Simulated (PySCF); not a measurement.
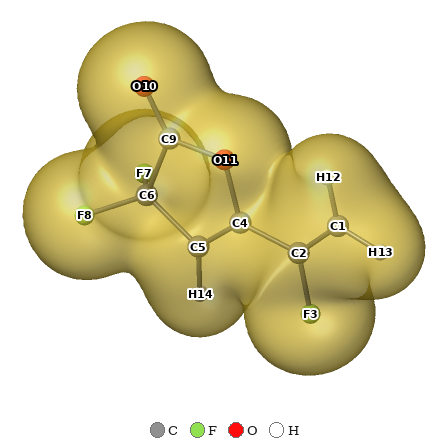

Figure 1: C6H3F3O2 (SMILES C=C(F)C1=CC(F)(F)C(=O)O1). Isosurface of the electron density at 0.05 e/Å³ (yellow), seen at a tilt.

Geometry: GFN2-xTB.

Level of theory: PBE0/pcSseg-1, SCF density, gas phase, non-relativistic (PySCF 2.14.0).

```xyz
14

C     2.3591    0.6735    1.1332
C     1.7523    0.0159    0.1538
F     2.4594   -0.6696   -0.7638
C     0.3190   -0.0603   -0.0634
C    -0.3642   -0.7003   -1.0196
C    -1.8190   -0.4524   -0.7793
F    -2.4425    0.1816   -1.8049
F    -2.5353   -1.5830   -0.5526
C    -1.7843    0.4526    0.4989
O    -2.6966    0.9224    1.0891
O    -0.4847    0.6196    0.8346
H     1.7802    1.2150    1.8573
H     3.4307    0.6754    1.2179
H     0.0250   -1.2911   -1.8233
```

Q: Which contacts does the surface bridge?

A: At this value the surface is in one piece. It bridges the sampled C–O (1.18 Å), C–C (1.33 Å), C–F (1.35 Å) and C–H (1.07 Å) contacts, where the density stays above the isovalue. On the grid the lowest density along these lines, outside the cores, is 3.1 e/Å³ (C–O, 1.18 Å), 2.3 e/Å³ (C–C, 1.33 Å), 1.8 e/Å³ (C–F, 1.35 Å) and 1.9 e/Å³ (C–H, 1.07 Å).
